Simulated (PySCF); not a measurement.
# NbSH3: relaxation and vibrations of the singlet

The task is one start of a wider search on NbSH3: the singlet, from a tetrahedral start. It is relaxed, tested by its Hessian and followed downhill if it is a saddle.

Method: PBE0, basis Nb def2-TZVP with ECP28, S def2-TZVP, H def2-TZVP, scalar-relativistic core potentials, no spin–orbit coupling, density fitting; program: PySCF 2.14.0.

**1. The starting structure**

5 atoms, charge 0, spin multiplicity 1.

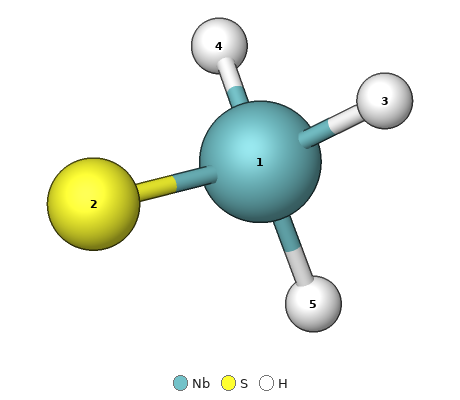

As it starts; niobium teal, sulfur yellow, hydrogen white; atoms are numbered from 1 in the order of the file.

```xyz
5
charge 0 multiplicity 1
Nb    0.0000    0.4353    0.3081
S     0.0000   -1.3522   -0.9571
H     1.4615    0.4349    1.3415
H    -1.4615    0.4349    1.3415
H     0.0000    1.8973   -0.7247
```

**2. Relaxation: tetrahedral start, singlet**

The steps below are one call of a driver around PySCF. For each, scf.py gives the equivalent set-up of the SCF; relaxations use the driver's own optimiser. Before each start the driver seeks the lowest SCF state from one or more starting densities and follows internal instabilities, so scf.py alone need not reach the same state.

The program finds C3v symmetry in the start, which this walk keeps. The walk stops when the largest gradient is under 0.0003 Eh/bohr and the energy has settled too.

scf.py reads:

```python
from pyscf import gto, scf, dft
mol = gto.M(atom='''
Nb    -0.000000     0.435335     0.308111
S      0.000000    -1.352247    -0.957061
H      1.461502     0.434888     1.341549
H     -1.461502     0.434888     1.341549
H     -0.000000     1.897284    -0.724695''',
    basis={'Nb': 'def2-TZVP', 'S': 'def2-TZVP', 'H': 'def2-TZVP'},
    ecp={'Nb': 'def2-TZVP'},
    charge=0, spin=0)
mf = dft.RKS(mol, xc='PBE0')
mf.grids.atom_grid = (50, 194)
aux = {'Nb': 'def2-universal-JKFIT', 'S': 'def2-universal-JKFIT', 'H': 'def2-universal-JKFIT'}
mf = mf.density_fit(auxbasis=aux)
mf.kernel()
```

Energy and gradient, step by step:

| step | energy (Eh) | change (kJ/mol) | largest symmetric gradient (Eh/bohr) |
| --- | --- | --- | --- |
| 0 | -456.800968 | 0.00 | 0.03359 |
| 1 | -456.806602 | -14.79 | 0.01003 |
| 2 | -456.808632 | -20.12 | 0.01328 |
| 3 | -456.809369 | -22.06 | 0.00352 |
| 4 | -456.809416 | -22.18 | 0.00062 |
| 5 | -456.809422 | -22.20 | 0.00014 |
| 6 | -456.809423 | -22.20 | 0.00004 |

The walk needed 6.5 s of wall time on 4 threads, shared host.

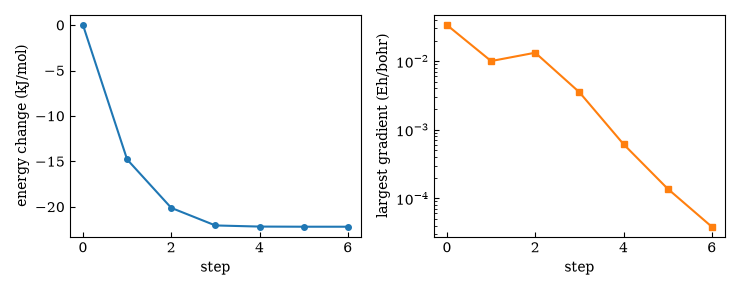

How energy and gradient fall.

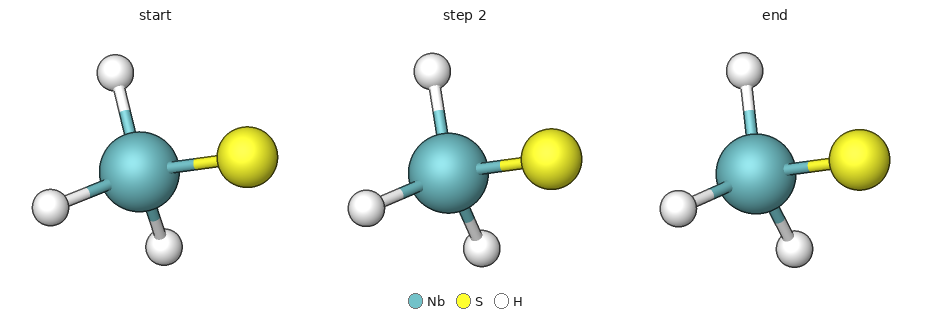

The geometry along the walk, at one scale.

After 6 steps and 22.2 kJ/mol it ends at C3v: Nb–H 1.761 Å (×3), Nb–S 2.099 Å; H–Nb–H 116.3° (×3), H–Nb–S 101.2° (×3).

**3. Hessian and properties**

On the finer grid the gradient is checked again; gradients at displacements of ±0.01 bohr then give force constants and infrared intensities.

scf.py: that of step 2 with these lines changed.

```diff
@@ -3,5 +3,5 @@
-Nb    -0.000000     0.435335     0.308111
-S      0.000000    -1.352247    -0.957061
-H      1.461502     0.434888     1.341549
-H     -1.461502     0.434888     1.341549
-H     -0.000000     1.897284    -0.724695''',
+Nb     0.000000     0.421664     0.298435
+S     -0.000000    -1.291578    -0.914122
+H      1.495669     0.202048     1.200922
+H     -1.495669     0.202048     1.200922
+H     -0.000000     1.698632    -0.913626''',
@@ -12 +12 @@
-mf.grids.atom_grid = (50, 194)
+mf.grids.atom_grid = (75, 302)
```

The driver hands on the density of the step before, so the log starts near convergence.

Log of the central SCF (cycles and frontier levels):

```text
init E= -456.80949614058
  HOMO = -0.312179203609536  LUMO = -0.108263946929072  gap/eV = 5.54882
cycle= 1 E= -456.809496140544  delta_E= 3.55e-11  |g|= 1.46e-05  |ddm|= 1.82e-05
  HOMO = -0.312175386396828  LUMO = -0.108264503167839  gap/eV = 5.54870
cycle= 2 E= -456.809496140188  delta_E= 3.57e-10  |g|= 3.81e-05  |ddm|= 3.66e-05
  HOMO = -0.312177104474679  LUMO = -0.108262857507767  gap/eV = 5.54879
cycle= 3 E= -456.809496140581  delta_E= -3.93e-10  |g|= 9.18e-06  |ddm|= 2.92e-05
  HOMO = -0.312177707784173  LUMO = -0.108263678562675  gap/eV = 5.54878
cycle= 4 E= -456.809496140602  delta_E= -2.06e-11  |g|= 1.64e-07  |ddm|= 6.55e-06
  HOMO = -0.312177673687892  LUMO = -0.108263654181778  gap/eV = 5.54878
Extra cycle  E= -456.809496140603  delta_E= -1.48e-12  |g|= 1.99e-07  |ddm|= 2.92e-07
converged SCF energy = -456.809496140603
```

The whole step took 15 s.

Geometry: C3v; Nb–H 1.761 Å (×3), Nb–S 2.099 Å; H–Nb–H 116.3° (×3), H–Nb–S 101.2° (×3).

Modes, for the most abundant isotopes:

| symmetry | ω (cm⁻¹) | IR (km/mol) | μ (u) |
| --- | --- | --- | --- |
| e | 489 | 10.2 | 1.07 |
| a1 | 539 | 6.1 | 1.85 |
| a1 | 663 | 171 | 2.19 |
| e | 763 | 168 | 1.02 |
| e | 1832 | 613 | 1.03 |
| a1 | 1848 | 167 | 1.01 |

All wavenumbers are real: a minimum.

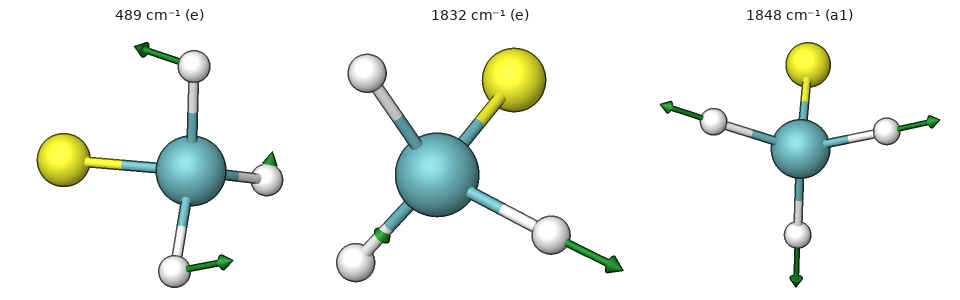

Displacements of 3 of the modes, as arrows (one member where a mode is degenerate).

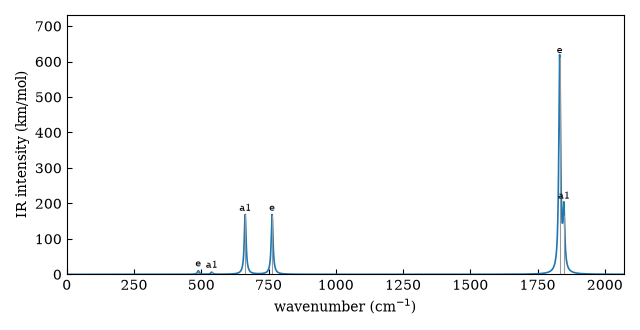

The harmonic infrared spectrum (widths in cm⁻¹). Lines are broadened to a width of 8 cm⁻¹ (Lorentzian).

Constants and moments:

| Quantity | Value |
| --- | --- |
| Dipole moment | 2.23 D |
| Highest occupied level | -8.49 eV |
| Lowest empty level | -2.95 eV |
| Rotational constants | 1.869, 0.1511, 0.1511 cm⁻¹ |
| Zero-point energy | 55.1 kJ/mol |
| Principal polarisabilities | 55.3, 55.3, 79.8 bohr³ |
| Atomisation energy without zero-point energy | 1347 kJ/mol |
| Principal traceless quadrupole moments about the centre of mass | -2.16, -2.16, 4.32 D Å |
| Entropy at 298.15 K and 1 bar | 268.7 J/(mol K) |
| Heat capacity Cp at 298.15 K | 58.8 J/(mol K) |
| Enthalpy at 298.15 K above 0 K | 12.47 kJ/mol |
| Rotational symmetry number | 3 |

Populations by atom (charges in e):

| atom | Mulliken | Löwdin | polar tensor | Mayer order to Nb1 |
| --- | --- | --- | --- | --- |
| Nb1 | 0.65 | -0.01 | 1.29 | – |
| S2 | -0.33 | 0.22 | -0.43 | 2.42 |
| H3,4,5 | -0.11 | -0.07 | -0.29 | 0.96 |

Outer orbital energies (eV). occupied: -40.09, -18.81, -9.82, -9.18, -9.18, -9.14, -8.49, -8.49; empty: -2.95, -2.95, -1.95, -1.43.

Mulliken populations on Nb1 (outside its core potential): s 2.59, p 6.44, d 3.29, f 0.03.

**4. Stability of the closed shell**

At the lowest minimum the closed shell is tested against spin polarisation, on the (50, 194) grid. It is stable.

**5. What came out**

| quantity | value |
| --- | --- |
| minimum | singlet, C3v |
| geometry | Nb–H 1.761 Å (×3), Nb–S 2.099 Å; H–Nb–H 116.3° (×3), H–Nb–S 101.2° (×3) |
| wavenumbers (cm⁻¹) | 489 (e), 539 (a1), 663 (a1), 763 (e), 1832 (e), 1848 (a1) |
| dipole moment | 2.23 D |
| highest occupied, lowest empty level | -8.49, -2.95 eV |
| polar-tensor charge of Nb1 | +1.29 e |
| zero-point energy | 55.1 kJ/mol |
| entropy at 298.15 K | 268.7 J/(mol K) |
| atomisation energy (no zero-point energy) | 1347 kJ/mol |

The molecule stays C3v, as typed, and the end point is a minimum. The strongest infrared band lies at 1832 cm⁻¹ (e, stretch). Only this shape and spin were tried, so other structures or states may lie lower.

The search up to here took 26 s.
